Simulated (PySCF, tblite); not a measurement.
# C₃H₁₀O₂SSi₂: geometry, infrared bands and NMR shifts

Aim: predict the infrared bands and NMR shifts of C₃H₁₀O₂SSi₂ (`CC(=S)O[SiH2]OC[SiH3]`).

Programs: tblite 0.8.0 and PySCF 2.14.0, with density-fitted response routines of our own. Each step states its level of theory. These are calculated values for one molecule in the gas phase, unless marked as measured. Atoms are numbered from 0 throughout.

### Step 1. The molecule as given

18 atoms, charge 0, multiplicity 1; geometry from: force field or distance geometry start.

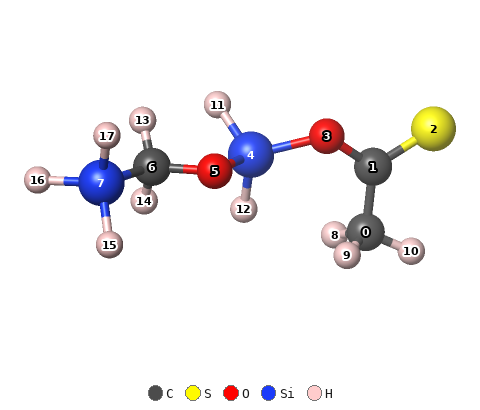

The starting geometry (carbon dark grey, sulfur yellow, oxygen red, silicon blue, hydrogen pink), atoms numbered.

### Step 2. Geometry optimisation with GFN2-xTB

Job settings and geometry (Å):

```
{"job": {"kind": "relax", "xc": "GFN2-xTB", "basis": "xTB"}, "charge": 0, "multiplicity": 1}
C     -3.105300     0.799300     0.700600
C     -2.996000    -0.678000     0.529400
S     -4.276700    -1.642400     0.589200
O     -1.736100    -1.278200     0.331900
Si    -0.460500    -0.462800    -0.490600
O      0.997400    -0.389100     0.401100
C      1.994600    -0.072700    -0.539900
Si     3.697400     0.071600     0.171500
H     -2.993200     1.268300    -0.279500
H     -2.288100     1.093700     1.399500
H     -4.105700     1.041700     1.140300
H     -0.164400    -1.112400    -1.780900
H     -0.838100     0.943700    -0.799900
H      1.989400    -0.852800    -1.328900
H      1.676900     0.901400    -0.975400
H      3.807600     1.119800     1.205300
H      4.599500     0.486200    -0.936900
H      4.192700    -1.230800     0.651600
```

Command:

```sh
> OMP_NUM_THREADS=1 python probes_run.py task.json out
```

The driver reads the jobs from task.json and runs them one after another.

Output:

```text
step      E/eV     max force
  0    -718.79149    2.587
  1    -719.09133    1.641
  2    -719.24251    0.993
  3    -719.28084    0.681
  4    -719.31963    0.504
  5    -719.33624    0.534
  6    -719.38191    0.524
  7    -719.40783    0.338
  8    -719.42786    0.335
  9    -719.44613    0.319
 10    -719.46367    0.383
 11    -719.47901    0.333
 12    -719.49349    0.272
 13    -719.50558    0.304
 14    -719.51912    0.322
 15    -719.53832    0.459
 16    -719.56004    0.479
 17    -719.57831    0.294
 18    -719.59248    0.221
 19    -719.60162    0.251
 20    -719.61089    0.252
 21    -719.62330    0.247
 22    -719.63757    0.316
 23    -719.64957    0.320
 24    -719.65871    0.239
 25    -719.66642    0.194
 26    -719.67343    0.249
 27    -719.68060    0.288
 28    -719.68886    0.267
 29    -719.69690    0.174
 30    -719.70127    0.151
 31    -719.70664    0.165
 32    -719.71239    0.208
 33    -719.71852    0.239
 34    -719.72390    0.241
 35    -719.72820    0.194
 36    -719.73185    0.246
 37    -719.73487    0.208
 38    -719.73769    0.146
 39    -719.74090    0.173
 40    -719.74399    0.145
 41    -719.74722    0.162
 42    -719.74922    0.092
 43    -719.75042    0.099
 44    -719.75152    0.088
 45    -719.75279    0.087
 46    -719.75408    0.079
 47    -719.75508    0.073
 48    -719.75579    0.060
 49    -719.75636    0.053
 50    -719.75691    0.053
 51    -719.75750    0.060
 52    -719.75822    0.071
 53    -719.75906    0.087
 54    -719.75996    0.065
 55    -719.76076    0.069
 56    -719.76147    0.071
 57    -719.76202    0.044
 58    -719.76241    0.038
 59    -719.76268    0.039
 60    -719.76295    0.040
 61    -719.76338    0.062
 62    -719.76404    0.089
 63    -719.76483    0.085
 64    -719.76555    0.061
 65    -719.76610    0.063
 66    -719.76660    0.062
 67    -719.76710    0.055
 68    -719.76754    0.041
 69    -719.76787    0.041
 70    -719.76819    0.041
 71    -719.76870    0.055
 72    -719.76950    0.075
 73    -719.77054    0.083
 74    -719.77167    0.072
 75    -719.77295    0.077
 76    -719.77475    0.105
 77    -719.77676    0.138
 78    -719.77883    0.349
 79    -719.78342    0.206
 80    -719.78917    0.185
 81    -719.79404    0.342
 82    -719.80247    0.258
 83    -719.81709    0.261
 84    -719.83115    0.299
 85    -719.84466    0.294
 86    -719.84950    0.424
 87    -719.86320    0.310
 88    -719.87312    0.297
 89    -719.88217    0.180
 90    -719.89036    0.213
 91    -719.89692    0.226
 92    -719.90464    0.148
 93    -719.90767    0.133
 94    -719.90963    0.096
 95    -719.91173    0.093
 96    -719.91384    0.101
 97    -719.91549    0.122
 98    -719.91703    0.099
 99    -719.91836    0.186
100    -719.92131    0.136
101    -719.92434    0.098
102    -719.92784    0.112
103    -719.92983    0.130
104    -719.93310    0.145
105    -719.93809    0.208
106    -719.94365    0.376
107    -719.95261    0.366
108    -719.96526    0.289
109    -719.98004    0.219
110    -719.98470    0.245
111    -719.98706    0.233
112    -719.98676    0.289
113    -719.99079    0.086
114    -719.99151    0.066
115    -719.99259    0.066
116    -719.99414    0.078
117    -719.99519    0.097
118    -719.99649    0.088
119    -719.99716    0.076
120    -719.99750    0.048
121    -719.99769    0.028
122    -719.99781    0.030
123    -719.99792    0.024
124    -719.99804    0.026
125    -719.99821    0.028
126    -719.99841    0.034
127    -719.99860    0.029
128    -719.99878    0.029
129    -719.99893    0.031
130    -719.99907    0.035
131    -719.99921    0.034
132    -719.99940    0.033
133    -719.99967    0.039
134    -720.00005    0.038
135    -720.00047    0.039
136    -720.00086    0.040
137    -720.00119    0.039
138    -720.00155    0.043
139    -720.00195    0.039
140    -720.00238    0.037
141    -720.00283    0.043
142    -720.00327    0.052
143    -720.00372    0.047
144    -720.00413    0.040
145    -720.00443    0.034
146    -720.00462    0.029
147    -720.00472    0.023
148    -720.00478    0.015
149    -720.00482    0.012
150    -720.00484    0.010
```

Wall time 1.2 s (1 thread of Arm Neoverse V2, shared host); peak memory 0.18 GiB.

Step by step: (not every step is listed)

```csv
step,energy from step 0 (eV),largest force (eV/Å)
0,0.0000,2.5866
1,-0.2998,1.6409
2,-0.4510,0.9926
3,-0.4894,0.6805
4,-0.5281,0.5044
5,-0.5448,0.5339
6,-0.5904,0.5239
7,-0.6163,0.3377
8,-0.6364,0.3346
21,-0.8318,0.2468
34,-0.9324,0.2415
47,-0.9636,0.0727
60,-0.9715,0.0395
73,-0.9791,0.0829
86,-1.0580,0.4236
99,-1.1269,0.1859
112,-1.1953,0.2892
125,-1.2067,0.0276
138,-1.2101,0.0427
145,-1.2129,0.0335
146,-1.2131,0.0288
147,-1.2132,0.0228
148,-1.2133,0.0151
149,-1.2133,0.0121
150,-1.2133,0.0101
```

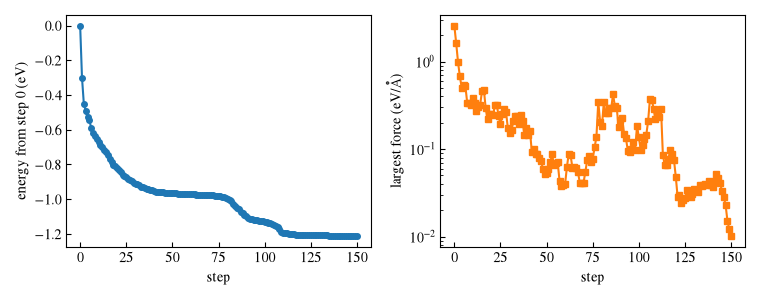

Energy and largest force along the relaxation.

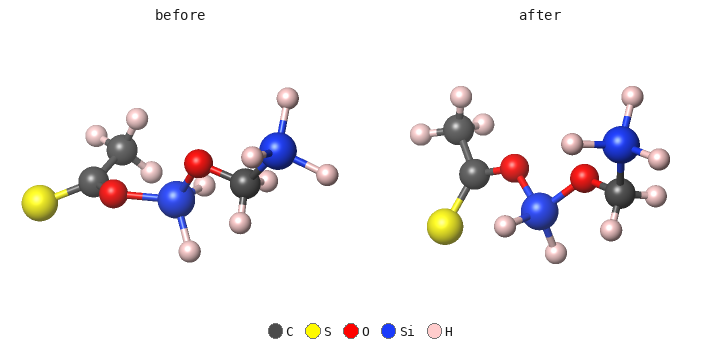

Before and after, at one scale.

Distances of close pairs at the start and the end, largest changes first:

```csv
bond,before (Å),after (Å),change (Å)
Si4–O5,1.711,1.604,-0.107
C1–O3,1.409,1.307,-0.103
O3–Si4,1.723,1.647,-0.076
C6–Si7,1.851,1.908,+0.057
C0–H10,1.119,1.086,-0.034
Si4–H12,1.489,1.459,-0.030
C0–H9,1.115,1.089,-0.026
Si7–H16,1.488,1.464,-0.024
```

The end geometry stands in the next job.

### Step 3. Harmonic vibrations with GFN2-xTB

Job settings and geometry (Å):

```
{"job": {"kind": "ir", "xc": "GFN2-xTB", "basis": "xTB"}, "charge": 0, "multiplicity": 1}
C     -3.345607     0.700938     1.360311
C     -2.623262    -0.094221     0.323549
S     -3.350548    -1.250457    -0.559307
O     -1.362952     0.213603     0.167243
Si    -0.349563    -0.521215    -0.902884
O      0.954458     0.335114    -0.531217
C      2.243229     0.147186    -1.067901
Si     3.451848    -0.040793     0.397049
H     -3.534453     1.704322     0.975848
H     -2.726729     0.797611     2.250962
H     -4.293355     0.230890     1.604327
H     -0.218178    -1.937669    -0.576874
H     -0.807843    -0.303665    -2.270895
H      2.251890    -0.723281    -1.727465
H      2.477994     1.017675    -1.686827
H      3.356577     1.153647     1.232463
H      4.800676    -0.191876    -0.152702
H      3.067057    -1.231491     1.152664
```

Output:

```text
mode    cm-1     km/mol
  1     -22.4      0.44
  2      47.1      0.91
  3      59.3      1.72
  4      69.1      2.46
  5      74.6      4.77
  6     110.3      2.89
  7     115.0      1.91
  8     168.3      1.95
  9     223.7      4.00
 10     245.9      2.76
 11     343.1      5.16
 12     460.2      2.10
 13     473.1      0.32
 14     502.5     22.94
 15     547.3     58.18
 16     573.0    144.79
 17     653.0      0.27
 18     705.3     82.88
 19     726.5     16.08
 20     744.4     42.74
 21     773.4    270.20
 22     778.8    337.03
 23     781.8    295.56
 24     790.9    185.76
 25     819.5     89.27
 26     839.4     91.17
 27     862.4    194.04
 28     986.1     15.99
 29    1027.5     77.90
 30    1152.6    280.59
 31    1217.3     86.95
 32    1232.6    130.78
 33    1286.8      5.51
 34    1333.0    614.47
 35    1372.7     38.18
 36    1440.4      8.11
 37    1449.1      0.67
 38    1482.0      1.01
 39    2264.8    323.55
 40    2279.1    105.11
 41    2287.6    467.51
 42    2296.1    213.10
 43    2327.7     85.64
 44    2919.4     52.62
 45    2943.4     47.90
 46    2989.4      2.25
 47    3018.6      3.51
 48    3062.5      8.45
```

Wall time 0.72 s (1 thread of Arm Neoverse V2, shared host); peak memory 0.18 GiB.

The strongest bands and the atoms that carry them (share of the mass-weighted mode):

```csv
cm⁻¹,km/mol,atoms
773,270.2,"H15 34 %, H17 22 %, H16 13 %"
779,337.0,"H17 38 %, H15 27 %, H16 23 %"
782,295.6,"H16 20 %, H13 17 %, H17 16 %, C6 15 %"
1153,280.6,"O5 52 %, C6 30 %"
1333,614.5,"C1 63 %, O3 26 %"
2265,323.6,H16 96 %
2288,467.5,"H17 75 %, H12 11 %"
2296,213.1,H15 95 %
```

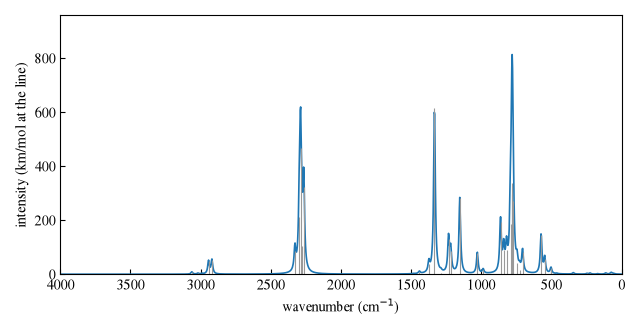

The infrared spectrum from these modes, unscaled. Lines are broadened to a width of 14 cm⁻¹ (Lorentzian).

### Step 4. Shielding tensors: PBE0/pcSseg-1

Settings changed since step 3:

```diff
@@ -1,2 +1,2 @@
-{"job": {"kind": "ir", "xc": "GFN2-xTB", "basis": "xTB"}, "charge": 0, "multiplicity": 1}
+{"job": {"kind": "nmr", "xc": "PBE0", "basis": "pcSseg-1"}, "charge": 0, "multiplicity": 1}
 C     -3.345607     0.700938     1.360311
```

Method: GIAO PBE0/pcSseg-1 NMR shielding, non-relativistic, gas phase.

Output:

```text
coarse grid: 16504 points
cycle   1  E = -1247.0296976100  dE =  1.050e+00  |g| = 8.848e-01  |ddm| = 3.869e+00
cycle   2  E = -1246.8155967373  dE =  2.141e-01  |g| = 1.397e+00  |ddm| = 1.707e+00
cycle   3  E = -1247.1738433388  dE = -3.582e-01  |g| = 1.134e-01  |ddm| = 1.163e+00
cycle   4  E = -1247.1765682865  dE = -2.725e-03  |g| = 4.032e-02  |ddm| = 1.487e-01
cycle   5  E = -1247.1769063309  dE = -3.380e-04  |g| = 1.254e-02  |ddm| = 4.664e-02
cycle   6  E = -1247.1769319920  dE = -2.566e-05  |g| = 6.658e-03  |ddm| = 1.817e-02
cycle   7  E = -1247.1769436010  dE = -1.161e-05  |g| = 1.452e-03  |ddm| = 7.944e-03
cycle   8  E = -1247.1769440504  dE = -4.495e-07  |g| = 3.263e-04  |ddm| = 1.442e-03
final grid: 145360 points
cycle   9  E = -1247.2453410766  dE = -1.752e-05  |g| = 1.251e-02  |ddm| = 2.155e-02
cycle  10  E = -1247.2453003246  dE =  4.075e-05  |g| = 1.886e-02  |ddm| = 2.102e-02
cycle  11  E = -1247.2453703950  dE = -7.007e-05  |g| = 1.615e-03  |ddm| = 1.391e-02
cycle  12  E = -1247.2453710056  dE = -6.106e-07  |g| = 4.156e-04  |ddm| = 1.775e-03
cycle  13  E = -1247.2453710394  dE = -3.377e-08  |g| = 1.609e-04  |ddm| = 5.293e-04
cycle  14  E = -1247.2453710458  dE = -6.431e-09  |g| = 3.344e-05  |ddm| = 1.927e-04
cycle  15  E = -1247.2453710461  dE = -2.549e-10  |g| = 7.761e-06  |ddm| = 3.463e-05
converged SCF energy = -1247.2453710461

GIAO shielding tensors (ppm)
atom      isotropic    diamagn.    paramagn.     s11        s22        s33       span
  0 C      149.541     247.897     -98.356    123.115    135.489    190.020     66.905
  1 C      -46.125     249.836    -295.961   -229.966     -3.587     95.177    325.144
  2 S       24.479    1057.724   -1033.245   -357.224    -50.978    481.638    838.861
  3 O       52.993     405.835    -352.841   -141.400    105.289    195.091    336.491
  4 Si     387.312     884.198    -496.887    365.998    378.650    417.287     51.288
  5 O      340.324     402.733     -62.409    313.503    341.749    365.719     52.216
  6 C      137.184     245.530    -108.346    100.613    119.360    191.580     90.968
  7 Si     422.830     878.914    -456.085    391.250    416.310    460.928     69.678
  8 H       28.877      27.691       1.185     25.894     27.368     33.368      7.474
  9 H       29.167      29.841      -0.675     25.138     28.642     33.720      8.581
 10 H       28.873      27.410       1.463     24.677     29.355     32.586      7.909
 11 H       26.515      32.408      -5.894     22.603     26.458     30.483      7.880
 12 H       26.496      31.604      -5.108     22.491     25.980     31.017      8.527
 13 H       27.977      29.675      -1.698     22.985     27.390     33.557     10.572
 14 H       27.568      28.807      -1.239     22.687     26.659     33.358     10.670
 15 H       27.669      28.828      -1.159     24.517     26.058     32.433      7.916
 16 H       27.862      27.387       0.476     24.678     25.344     33.565      8.886
 17 H       27.799      29.056      -1.257     24.542     26.811     32.042      7.500
```

Run time: 39 s. Hardware: 1 thread of Arm Neoverse V2, shared host; peak memory 0.86 GiB.

The references, computed at this level on geometries of the same kind, shield at (ppm): 1H TMS 31.72, 13C TMS 186.9, 29Si TMS 349.2, 17O H2O 336.1, 33S CS2 504. Their shielding less the atom's gives the shift. The references are single molecules in the gas phase, so shifts against H2O, NH3, PH3, H3PO4 or CFCl3 are not on the usual liquid scales and can be off by tens of ppm. Atoms listed in one row are averaged.

```
        atoms                                environment  σ (ppm)  δ (ppm)  δ scaled to CDCl3
           C1                        thiocarbonyl carbon    -46.1    233.1              221.1
           C6                 sp3 CH2 bonded to O and Si    137.2     49.7               46.6
           C0                              methyl carbon    149.5     37.4               34.6
     H11, H12        hydrogen on a silicon bonded to 2 O    26.51     5.21                  –
     H13, H14  hydrogen on an sp3 CH2 bonded to O and Si    27.77     3.94               3.82
H15, H16, H17          hydrogen on a silicon bonded to C    27.78     3.94                  –
  H8, H9, H10                hydrogen on a methyl carbon    28.97     2.74               2.69
           S2                              thione sulfur       24      479                  –
           O3      oxygen bound to a thiocarbonyl carbon     53.0    283.1                  –
           O5                     oxygen bonded to C, Si    340.3     -4.2                  –
          Si4                 silicon bonded to 2 O, 2 H    387.3    -38.2                  –
          Si7                   silicon bonded to C, 3 H    422.8    -73.7                  –
```

The scaled column applies a straight-line fit of computed shieldings to shifts measured in CDCl3, with any fitted terms for Cl, Br or S neighbours (root-mean-square error 0.16 ppm for H, 1.9 ppm for C).

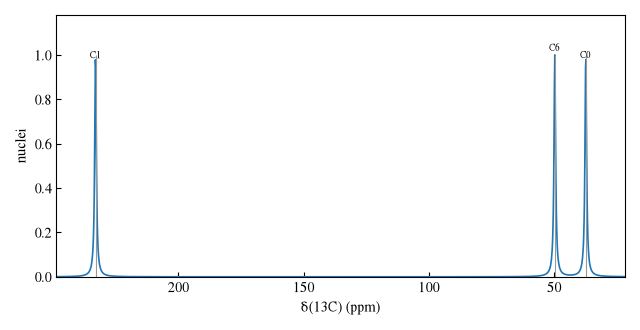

13C lines at the computed shifts, without couplings. Lines are broadened to a width of 0.78 ppm (Lorentzian).

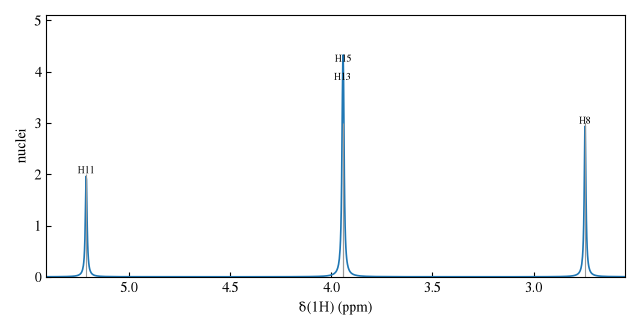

1H lines at the computed shifts, without couplings. Lines are broadened to a width of 0.01 ppm (Lorentzian).

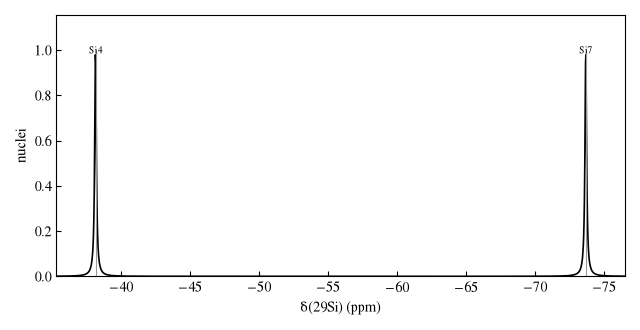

29Si lines at the computed shifts, without couplings. Lines are broadened to a width of 0.14 ppm (Lorentzian).

The run also stored atomic charges by several schemes (e):

```csv
atoms,Mulliken,IAO,Hirshfeld,ESP fit
C0,-0.20,-0.44,-0.12,-0.55
C1,0.01,0.17,0.13,0.45
S2,-0.16,-0.17,-0.16,-0.33
O3,-0.50,-0.53,-0.16,-0.38
Si4,0.92,1.19,0.42,0.83
O5,-0.62,-0.65,-0.23,-0.42
C6,-0.22,-0.32,-0.07,-0.11
Si7,0.51,0.62,0.32,0.36
```

Mulliken charges:

C0 -0.20; C1 0.01; S2 -0.16; O3 -0.50; Si4 0.92; O5 -0.62; C6 -0.22; Si7 0.51; H8 0.15; H9 0.14; H10 0.14; H11 -0.11; H12 -0.10; H13 0.12; H14 0.15; H15 -0.07; H16 -0.10; H17 -0.08

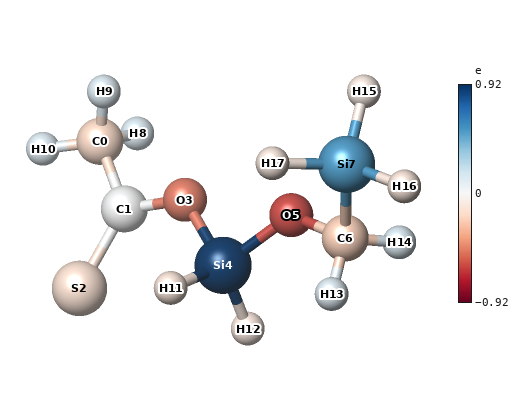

Mulliken charges, as colours on the atoms.

Mayer bond orders: C0–C1 1.01, C1–S2 1.77, C1–O3 1.13, O3–Si4 0.83, Si4–O5 1.01, O5–C6 0.84, C6–Si7 0.90.

### Step 5. Results

| quantity | value |
| --- | --- |
| strongest single infrared mode (GFN2-xTB) | 1333 cm⁻¹, 614 km/mol |
| zero-point energy (GFN2-xTB) | 75.6 kcal/mol |
| 13C shifts against TMS (PBE0/pcSseg-1) | 233.1, 49.7, 37.4 ppm |
| 1H shifts against TMS (PBE0/pcSseg-1, means over atoms taken as alike) | 5.21, 3.94, 3.94, 2.74 ppm |
| 33S shifts against CS2 (PBE0/pcSseg-1) | 479 ppm |
| 17O shifts against H2O (PBE0/pcSseg-1) | 283.1, -4.2 ppm |
| 29Si shifts against TMS (PBE0/pcSseg-1) | -38.2, -73.7 ppm |

What this shows: Over 150 steps the energy fell by 1.213 eV; of the close pairs, Si4–O5 changed most, 1.711 to 1.604 Å. The lowest mode is imaginary (22i cm⁻¹), so the xTB geometry is not a minimum. The strongest single mode, at 1333 cm⁻¹, moves mainly C1. Unscaled tight-binding wavenumbers are off by several per cent, some by more. Its intensities can rank the bands wrongly. The most deshielded carbon is C1 (thiocarbonyl carbon), at 233.1 ppm: the small n→π* gap of C=S deshields it strongly. At PBE0/pcSseg-1: Shielding is most anisotropic at S2 (span 839 ppm, paramagnetic term -1033 ppm).
